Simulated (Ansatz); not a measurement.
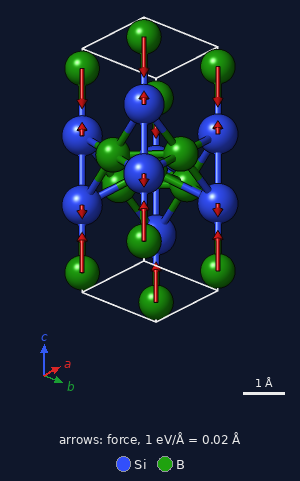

Starting geometry of crystalline Si₂B₅ (a generated structure, set up in P6/mmm) (coarse preliminary run) with the computed forces as red arrows. The picture is a ball-and-stick view of the cell of the calculation, seen from a free direction.

Method: DFT PBE, scalar-relativistic, plane waves, PAW in Ansatz. (plane-wave cutoff 420 eV; k-point mesh 6 × 6 × 4; occupations gaussian; smearing width 0.1 eV; no spin polarisation; cell and atoms relaxed; force threshold 0.04 eV/Å; at most 70 steps)

Is this structure relaxed? If not, where do the atoms go?

It isn't relaxed: the largest force vector, on B atoms, is 52.66 eV/Å. The final displacements follow the starting forces only in part (cosine between the two patterns 0.54). Over 11 accepted moves (13 points after the start) the energy falls by 3041 meV per atom. The largest force component goes from 53 to 0.04 eV/Å. The pressure goes from 158.63 to −0.05 GPa. At 2 points the geometry stayed and the basis and grid were re-selected for the new cell (energy shift of 40.3 meV per atom at most each time). The largest moves relative to the cell, 0.37 Å, are those of Si atoms. By element the largest moves are Si 0.37 Å, B 0.09 Å. Cell: a = b 3.347 → 3.432 Å (+2.5 %), c 6.214 → 8.460 Å (+36.1 %). Volume +43.1 %. Among the contacts that change: Si–Si 1.770 → 3.140 Å, B–Si 2.725 → 3.435 Å, B–B 1.005 → 1.549 Å, B–Si 1.893 → 2.326 Å. Bonds break: Si–Si (1.77 → 3.14 Å). The space group stays P6/mmm (No. 191). The run took 34 s on 1 thread of Arm Neoverse V1 (shared host), peak memory 0.34 GiB.
